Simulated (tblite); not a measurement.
C2H8OSi: frequency calculation

- system: C2H8OSi (dimethylsilanol), SMILES C[SiH](C)O
- method: GFN2-xTB harmonic vibrations, gas phase (tblite 0.8.0)

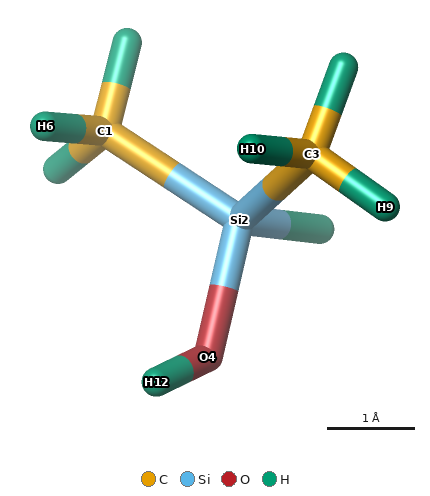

The input geometry (stick view, seen at a tilt; atoms are numbered from 1 in the order of the input). Bond lengths as drawn: C–H 1.08 to 1.09 Å, C–Si 1.90 Å, H–O 0.95 Å, H–Si 1.46 Å and O–Si 1.63 Å.

### Summary

| quantity | value |
| --- | --- |
| outcome | converged |
| total energy | −386.1612 eV |
| zero-point energy | 59.6370 kcal/mol |
| hardware | 1 CPU thread, shared host |
| peak memory | 0.19 GiB |

### Input
```
{"job": {"kind": "ir", "xc": "GFN2-xTB", "basis": "xTB"}, "charge": 0, "multiplicity": 1}
C     -1.432871     0.760128     0.154593
Si    -0.069154    -0.363975    -0.551038
C      1.609530     0.215605     0.132709
O     -0.347345    -1.934400    -0.197461
H     -1.317518     1.783915    -0.185851
H     -1.425545     0.778719     1.242079
H     -2.416268     0.421795    -0.158641
H     -0.089154    -0.418912    -2.009786
H      2.407999    -0.449762    -0.181976
H      1.618881     0.244050     1.220004
H      1.858553     1.211772    -0.217563
H     -0.394711    -2.250306     0.700877
```

The first line tells a small driver script what to run in tblite; the rest is the geometry in Å.

Launched with:
```bash
OMP_NUM_THREADS=1 python <driver script> task.json out
```

### The program's output
```
mode    cm-1     km/mol
  1     100.9      0.18
  2     115.6      0.01
  3     184.3      1.57
  4     192.0     36.15
  5     248.5     66.73
  6     248.6     54.82
  7     617.9     82.74
  8     647.4     10.41
  9     675.9     13.55
 10     748.7     21.55
 11     788.6    206.00
 12     793.9      0.00
 13     820.7     22.52
 14     835.6    235.96
 15     844.2    226.61
 16     909.4    325.11
 17    1381.7     17.35
 18    1383.9     11.05
 19    1490.9      0.13
 20    1495.3      0.42
 21    1495.9      0.00
 22    1500.6      0.29
 23    2284.0    300.54
 24    3019.6      3.33
 25    3023.5     71.80
 26    3042.0     28.23
 27    3044.5     35.41
 28    3055.4      3.16
 29    3058.3     52.04
 30    3669.3      8.91
ZPE 249.523  H(298)-E 271.348  G(298)-E 170.100 kJ/mol  S 339.59 J/(mol K)
```

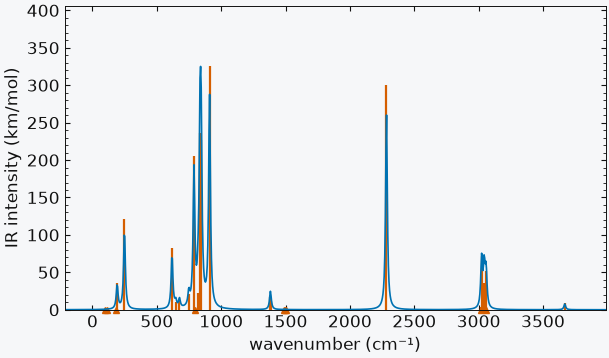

Harmonic infrared spectrum, unscaled: sticks (degenerate modes added up, dark ones marked on the axis) with a Lorentzian envelope of 16 cm⁻¹ full width, scaled to the tallest stick. 30 modes from 101 to 3669 cm⁻¹, none imaginary. The strongest line is at 909 cm⁻¹ (325 km/mol).
